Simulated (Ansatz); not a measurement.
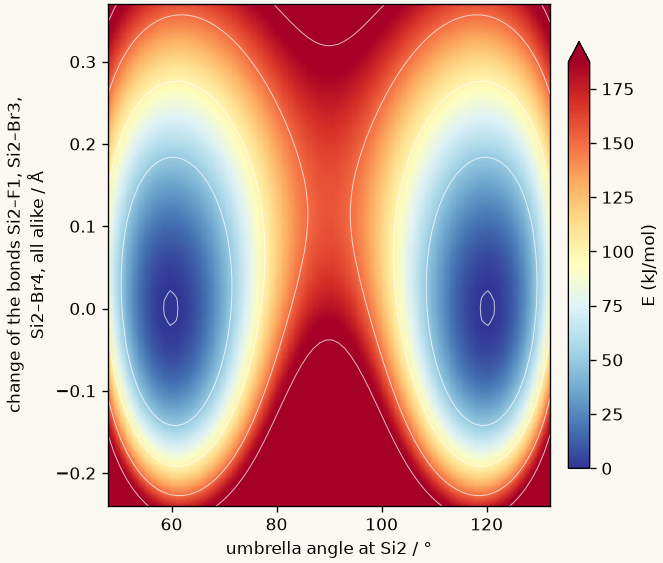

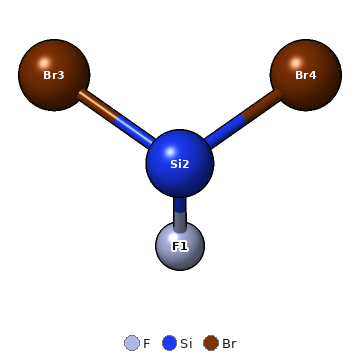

Energy landscape of Br₂FSi, SMILES F[Si-](Br)Br, charge −1. First axis: umbrella angle at Si2 (between each of its bonds and their common axis; 90 is planar). Second axis: change of the bonds Si2–F1, Si2–Br3, Si2–Br4, all alike. Nothing is relaxed (all other coordinates rigid). The scan uses a 15 × 15 grid; 120 points were computed and 105 follow by symmetry. Points are written as (first, second). All energies are given in kJ/mol relative to the lowest grid point. Method: RKS PBE0-D4/def2-SVPD in Ansatz 0.2.0.

In the figure: a smooth colour map with a few white contour lines, one colour for all values above the top of the scale. Between grid points the surface is interpolated. The second picture is the structure at the lowest point.

Q: What does the map say about the system?

A: The lowest grid point is at (59.9°, 0.022 Å); the map holds 2 wells of about this depth. No other kind of well shows on this grid. The highest grid point, (90.0°, −0.240 Å), lies 441 kJ/mol above the lowest. On the interpolated surface the easiest way out of the lowest well to a well of about the same depth near (120.1°, 0.022 Å) passes a barrier of about 158 kJ/mol. Round the minimum the two coordinates are nearly uncoupled.

The values on the grid:

```tsv
second ↓, first →	47.9	53.9	59.9	65.9	71.9	78.0	84.0	90.0	96.0	102.0	108.1	114.1	120.1	126.1	132.1
0.370	214	174	159	161	175	195	213	221	213	195	175	161	159	174	214
0.327	187	146	132	135	151	174	194	203	194	174	151	135	132	146	187
0.283	162	119	104	109	128	154	177	187	177	154	128	109	104	119	162
0.240	139	94	79	86	108	137	163	174	163	137	108	86	79	94	139
0.196	119	70	56	65	89	122	152	164	152	122	89	65	56	70	119
0.152	103	50	36	46	74	111	145	158	145	111	74	46	36	50	103
0.109	92	34	19	31	62	104	142	157	142	104	62	31	19	34	92
0.065	86	23	7	20	55	102	144	162	144	102	55	20	7	23	86
0.022	87	18	0	15	53	105	153	173	153	105	53	15	0	18	87
−0.022	97	21	0	16	57	115	168	191	168	115	57	16	0	21	97
−0.065	117	32	8	25	69	132	192	218	192	132	69	25	8	32	117
−0.109	150	55	27	43	90	159	225	255	225	159	90	43	27	55	150
−0.152	198	91	58	73	122	195	269	302	269	195	122	73	58	91	198
−0.196	266	145	106	119	169	246	327	364	327	246	169	119	106	145	266
−0.240	357	220	173	183	232	312	400	441	400	312	232	183	173	220	357
```

The whole map (120 points run) took 29 min on 1 thread of Arm Neoverse N1, with other jobs on the host.
